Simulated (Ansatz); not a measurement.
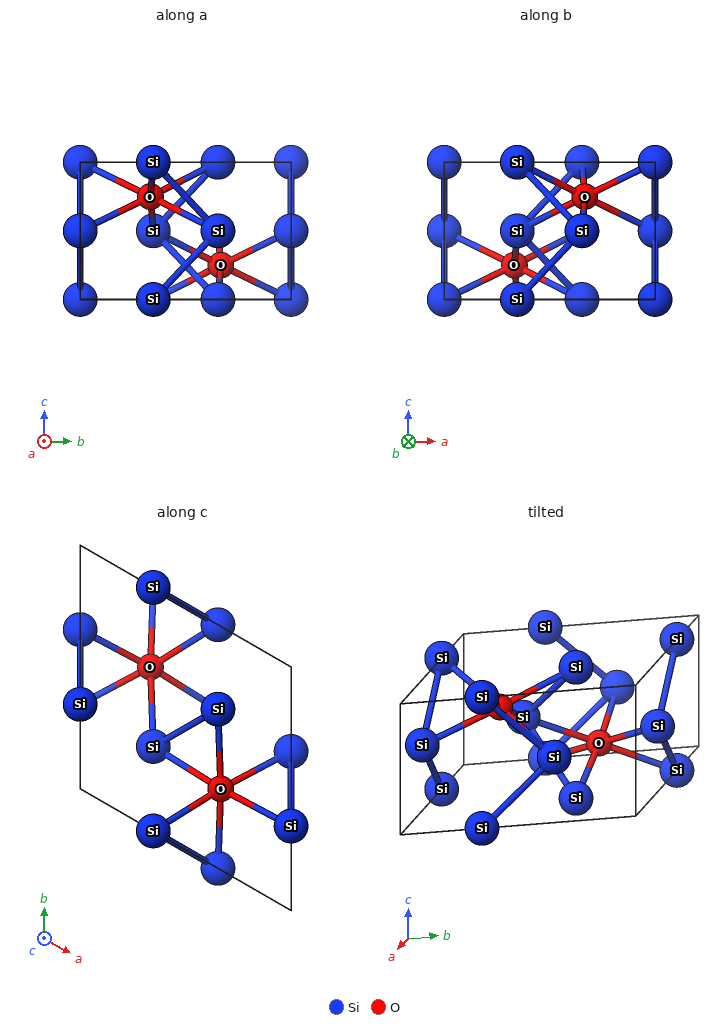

Crystal structure, ball-and-stick style, seen along the a axis, along the b axis, along the c axis and slightly off an axis. One conventional unit cell is framed, with atoms on its boundary repeated.

Lattice parameters: a = 6.055 Å, b = 6.055 Å, c = 3.411 Å, α = 90.00°, β = 90.00°, γ = 120.00°.

**Record the structure as a table of Wyckoff sites, with free fractional coordinates to two decimals.**

Space group P6_322 (No. 182).
```
atom  site       x       y     z
  Si    6g    0.35    0.00  0.00
   O    2c  0.3333  0.6667  0.25
```

The structure was taken from a structure type filled with these elements by a generator (whether the compound takes this form wasn't checked). A relaxation with Ansatz 0.2.0, DFT PBEsol, scalar-relativistic, plane waves, PAW gave the geometry drawn.
